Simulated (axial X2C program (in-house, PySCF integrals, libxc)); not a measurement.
**ClReCl: Ω levels from open-shell CI on d5 s0 p(π)0**

Aim: the spin–orbit levels of ClReCl that arise from the configuration d5 s0 p(π)0 of Re, and how they move with the bond.

Program: an in-house X2C program for linear molecules on PySCF integrals. Level of theory: two-component X2C, average-of-configuration Hartree–Fock and CI in the open shells. These are calculated values, not measurements.

All values are calculated.

## Step 1: Input

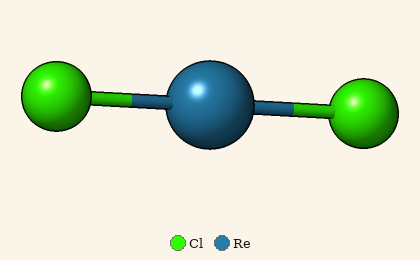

The atoms on one line, bonds 2.326 and 2.326 Å (chlorine green, rhenium blue).

File task.json:

```json
{"zs": [17, 75, 17], "q": 0, "bas": ["dyall-av3z", "dyall-v3z", "dyall-av3z"], "r0": 2.3, "metal": 1, "shells": [[2, [0, 1, 2], 5], [0, [0], 0], [1, [1], 0]], "fix": 0, "emax": 3.2, "nroots": 4}
```

Keys: zs atomic numbers; q charge; bas basis sets; r0 starting distance in Å; metal index of the metal atom; shells open shells as [l, |m| values, electrons]; fix electron count of the first shell held; emax energy window in eV; nroots roots for each Ω.

Launch:

```bash
$ python soci.py task.json out
```

Two-component X2C with atomic mean-field Coulomb and Gaunt terms, basis Cl dyall-av3z, Re dyall-v3z (cores contracted in-house). Orbitals come from Hartree–Fock averaged over the configuration Re d5 s0 p(π)0; CI then distributes these electrons over the d, s, p(π) shells of Re.

## Step 2: CI at Cl–Re–Cl held linear, both bonds 2.326 Å

**Question.** What will these runs give? Wanted: lowest level of the model; next level; lowest curve, Re and ωe.

As calculated:

```
                 quantity                        value
lowest level of the model  Ω = 1/2, g∥ = 1.98, 100% d5
               next level      Ω = 3/2, 47 cm⁻¹ higher
  lowest curve, Re and ωe          2.346 Å, 351.8 cm⁻¹
```

**Reading.** In the lowest level ⟨Sz⟩ = 0.49 and ⟨Lz⟩ = 0.01; its leading determinant has weight 0.13 among 649. From 2.326 to 2.512 Å the gap from the lowest to the fifth level goes from 13912 to 15853 cm⁻¹. Without dynamic correlation distances can be off by several hundredths of an Å, and the wavenumbers are rough. Dynamic correlation is missing, so gaps between terms are too wide and other configurations may lie lower; the lowest level listed is that of this model, not necessarily the ground state. For d shells the ligand-field splittings (σ, π, δ) and their order can be off by a thousand cm⁻¹ or more. At most 4 roots were kept for each Ω > 0 (twice that for Ω = 0) within 3.2 eV of the lowest, so higher up levels can be missing between those listed; levels with Ω > 0 are doubly degenerate and listed once, Ω = 0 levels singly. Some active spinors are only partly of the character that their shell is named for, so the shell names and counts are nominal. States that fill the shells left empty in the average are placed too high. The molecule was held linear; bending was not examined.
